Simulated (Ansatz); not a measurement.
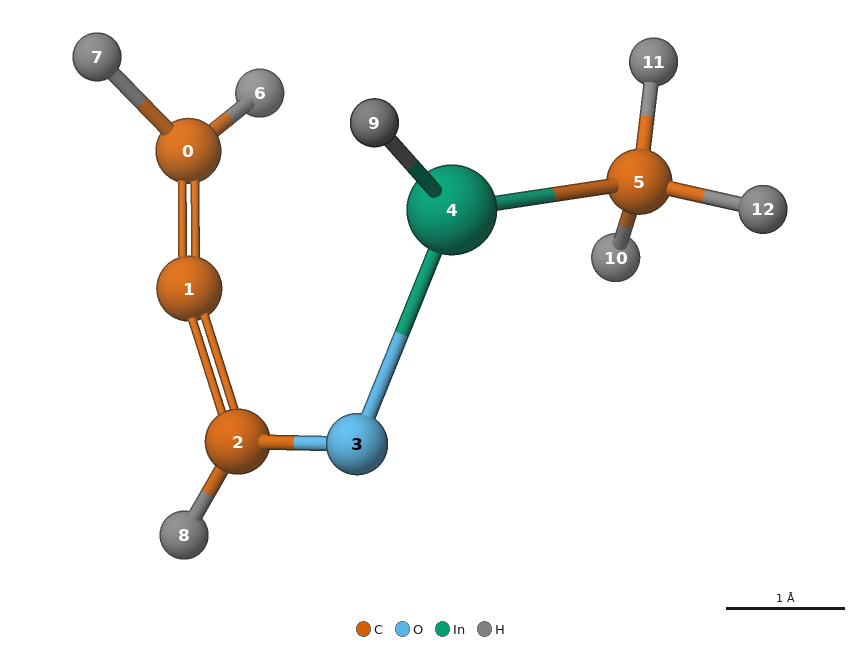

Starting geometry of the run. Atoms are numbered from 0, in the order of the input.

Ansatz 0.2.0 input:

```yaml
crystal:
  periodic: [false, false, false]
  atoms:
    - {symbol: C, position_ang: [1.076224, -1.672051, -0.316608]}
    - {symbol: C, position_ang: [0.033057, -1.802839, 0.303221]}
    - {symbol: C, position_ang: [-1.237721, -1.532448, 0.973602]}
    - {symbol: O, position_ang: [-1.846352, -0.436724, 0.664958]}
    - {symbol: In, position_ang: [-0.661406, 0.692449, -0.749000]}
    - {symbol: C, position_ang: [0.378438, 2.132847, 0.213809]}
    - {symbol: H, position_ang: [2.068695, -1.120209, 0.057860]}
    - {symbol: H, position_ang: [1.248126, -2.241969, -1.392088]}
    - {symbol: H, position_ang: [-1.502643, -2.152767, 1.698476]}
    - {symbol: H, position_ang: [-1.224327, 0.355274, -2.389390]}
    - {symbol: H, position_ang: [0.581774, 1.720177, 1.218068]}
    - {symbol: H, position_ang: [1.293006, 2.369862, -0.289927]}
    - {symbol: H, position_ang: [-0.047218, 3.173062, 0.364766]}
basis:
  gaussian: {orbitals: def2-TZVPP}
magnetization: {spin_polarized: true, initial_magnetization: 0}
hamiltonian: {xc: {name: SPW92}}
```

Command:

```sh
ansatz run in.yaml --threads 2 --pin off --events-out ev --progress --plain --max-ram 32768MiB --backend cuda --devices 0, --max-vram 18GiB
```

Result:

```
Functional definition: SPW92
  name "SPW92"
  cite "Dirac, Proc. Camb. Phil. Soc. 26, 376 (1930) doi:10.1017/S0305004100016108"
  cite "Slater, Phys. Rev. 81, 385 (1951) doi:10.1103/PhysRev.81.385"
  cite "Perdew & Wang, Phys. Rev. B 45, 13244 (1992) doi:10.1103/PhysRevB.45.13244"
  exchange = slater_x
  correlation = pw_c
1672 factors; their error is unknown
mean field evaluation 1: about -11395.2273 eV, gradient 7.3e1 eV
mean field evaluation 2: about -11293.3186 eV, gradient 1.5e2 eV
mean field evaluation 4: about -11416.1487 eV, gradient 2.4e1 eV
mean field evaluation 8: about -11419.0886 eV, gradient 6.7e-1 eV
mean field evaluation 16: about -11419.0623 eV, gradient 2.9e-3 eV
mean field -11419.06226281 eV, -419.6427980400 hartree, gradient 2.0e-5 eV, S^2 0.000000; 0 other end points of the search recorded, 0 dependent functions left out
reference -11419.06231820 eV, -419.6428000756 hartree; 30, 30 occupied and 273, 273 virtual orbitals, 1672 factors
Total energy: -11419.06231820 eV, -419.6428000756 hartree
```

The calculation finished and met its thresholds.
